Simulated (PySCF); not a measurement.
C₃H₉OSi, SMILES CO[Si](C)C, doublet at its B3LYP/def2-SVP optimised geometry (Å):

```
14

C     -1.0707     1.3460    -0.9498
O     -1.3212     0.3408     0.0000
Si    -0.7301    -1.2349     0.0000
C     -1.4045    -2.0107     1.5823
C      1.1689    -1.2349     0.0000
H     -1.4488     1.0727    -1.9532
H      0.0078     1.5771    -1.0453
H     -1.5856     2.2681    -0.6347
H     -1.0881    -3.0626     1.6686
H     -1.0309    -1.4613     2.4646
H     -2.5049    -1.9786     1.6012
H      1.5529    -0.6813     0.8761
H      1.5856    -0.7714    -0.9083
H      1.5496    -2.2681     0.0521
```

Calculation: unrestricted B3LYP/def2-TZVP (PySCF 2.14.0). Cells within 0.4 Å of a nucleus heavier than hydrogen are left out (blank, or x).

Map of the deformation density (molecule minus spherical neutral atoms) (e/bohr³) on the plane z = 0.0 Å:

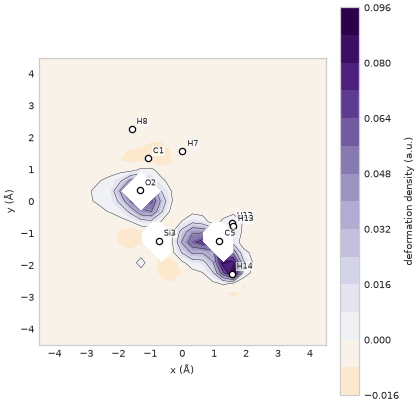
Fig. 1. Deformation density (molecule minus spherical neutral atoms) (e/bohr³) on the plane z = 0.0 Å.
